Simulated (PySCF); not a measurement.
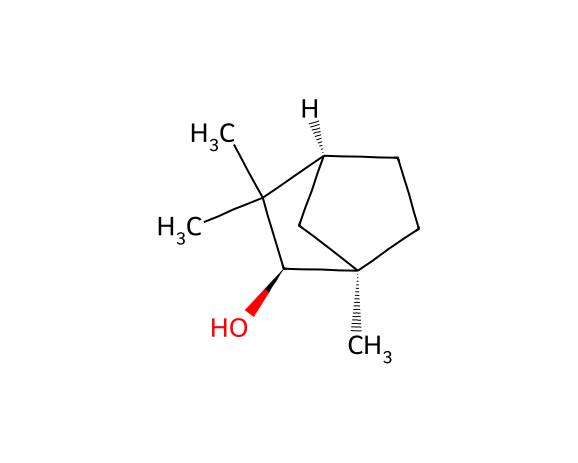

**Give its SMILES.**

CC1(C)[C@H]2CC[C@](C)(C2)[C@H]1O

**Give the formula, hydrogens included.**

C10H18O.

**An optimisation with PBE0-D3(BJ)/def2-SVP gave a structure of which point group?**

C1.

The parts below concern this one geometry. Atoms keep their numbers from picture to picture. Computed geometry: PBE0-D3(BJ)/def2-SVP optimisation. No frequency run is at hand to confirm it as a minimum.

## Geometry

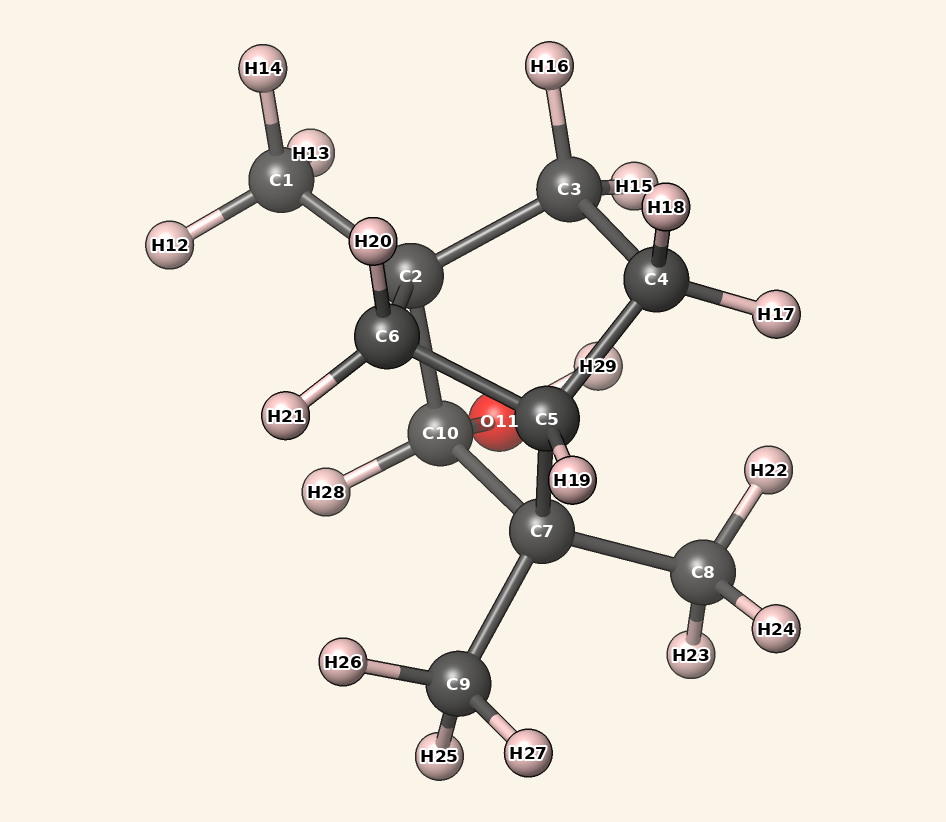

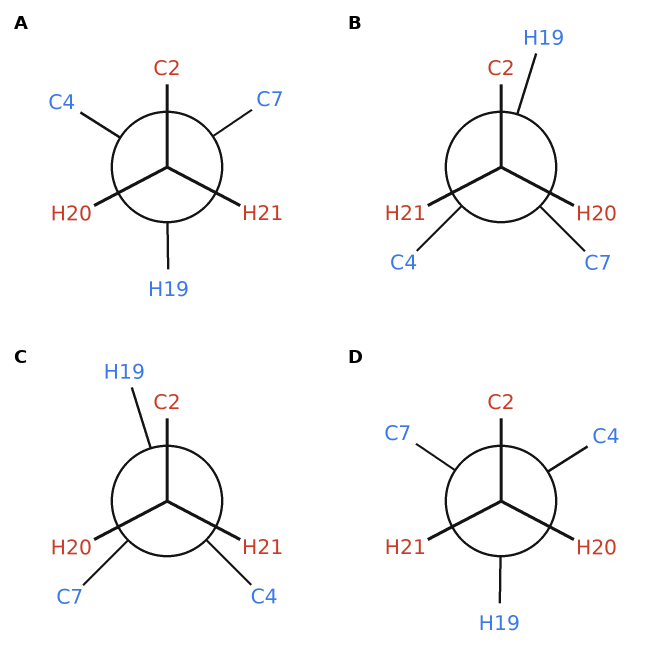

Depth is shown by fading: the farther an atom, the more it takes the colour of the background. Bonds that would overlap in a projection are set slightly apart. No frequency run is at hand to confirm it as a minimum.

**Which Newman projection shows the view along C6–C5, with C6 in front?**

D. The torsion angle C2–C6–C5–C4 is 58°, synclinal (gauche).

## NMR shielding

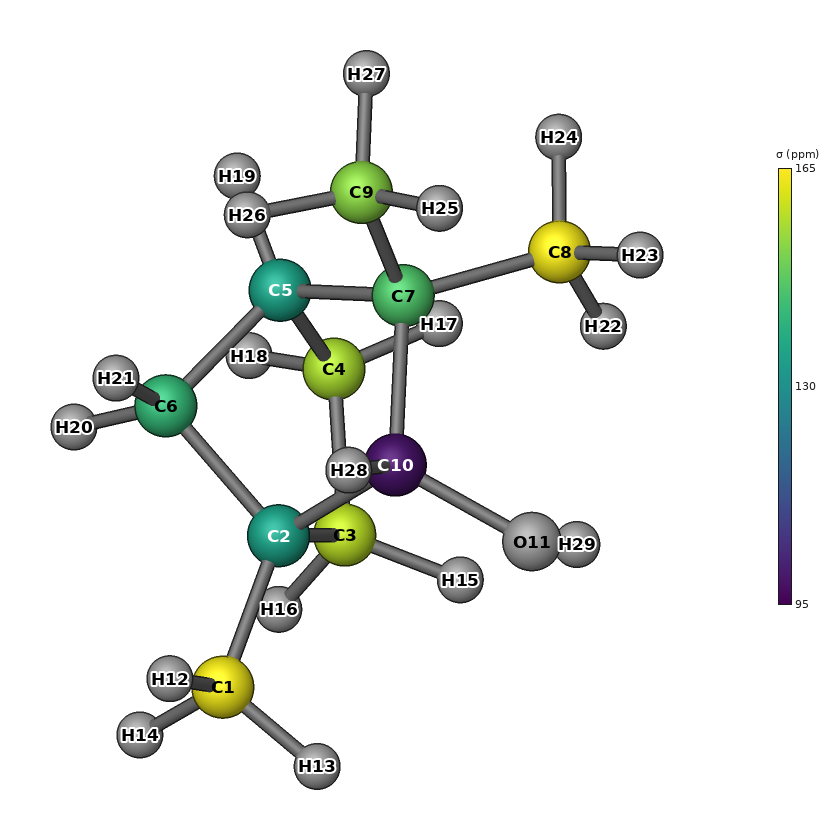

Atoms are coloured by their isotropic NMR shieldings (C only, the others grey). No frequency run is at hand to confirm it as a minimum. Properties computed with GIAO PBE0/pcSseg-1 NMR shielding, non-relativistic, gas phase (PySCF 2.14.0).

**Which C atom is the most shielded (lowest chemical shift)?**

C8 (163.5 ppm).

**Which C atom is the least shielded (highest chemical shift)?**

C10 (99.1 ppm).

**How wide is the range of C shifts?**

64.4 ppm.

List the isotropic NMR shieldings of the C atoms.

| atom | σ (ppm) |
| --- | --- |
| C1 | 163.1 |
| C2 | 135.1 |
| C3 | 157.8 |
| C4 | 156.1 |
| C5 | 135.3 |
| C6 | 141.9 |
| C7 | 145.7 |
| C8 | 163.5 |
| C9 | 152.8 |
| C10 | 99.1 |

## Electronic properties

No frequency run is at hand to confirm it as a minimum. Level of theory: CAM-B3LYP/def2-SVPD, gas phase (PySCF 2.14.0). Excitations: vertical, linear response.

Predict the main results.

- dipole moment: 1.77 D
- HOMO energy (Kohn–Sham orbital): −8.79 eV
- LUMO energy (Kohn–Sham orbital): 1.09 eV
- HOMO–LUMO gap: 9.87 eV
- mean static polarisability: 114.4 bohr³
- lowest vertical singlet excitation: 6.95 eV
- its oscillator strength: 0.002
- brightest of the 10 lowest singlets: 8.74 eV
- its oscillator strength: 0.03

## Ring current

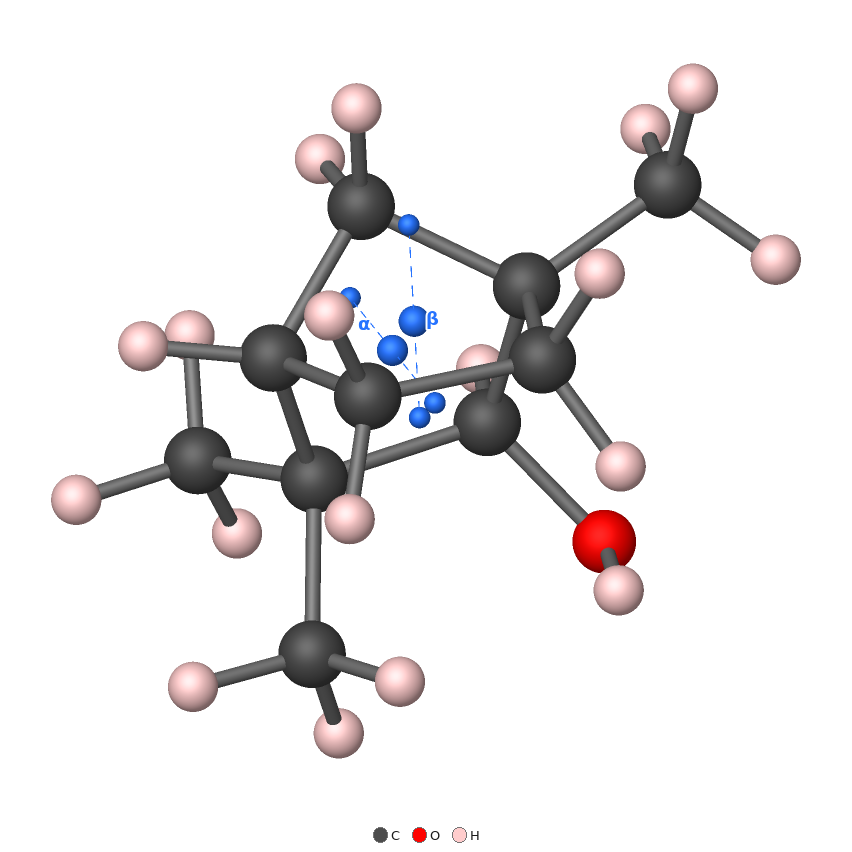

The small points mark where nucleus-independent chemical shifts (NICS) were computed: at the centre of each lettered ring and 1 Å above and below it. No frequency run is at hand to confirm it as a minimum. Properties computed with GIAO B3LYP/pcSseg-1 NMR shielding, non-relativistic, gas phase (PySCF 2.14.0).

Give NICS(0), NICS(1) and the out-of-plane component NICS(1)zz for each ring (means of the two sides).

```
ring  members  NICS(0)  NICS(1)  NICS(1)zz
   α       C5     −7.4     −5.5       −6.9
   β       C5     −7.6     −6.0       −4.2
```

Values in ppm.

**What do the values say about the ring currents?**

Ring α: weak, as in a non-aromatic ring. Ring β: weak, as in a non-aromatic ring. NICS is one index among several.
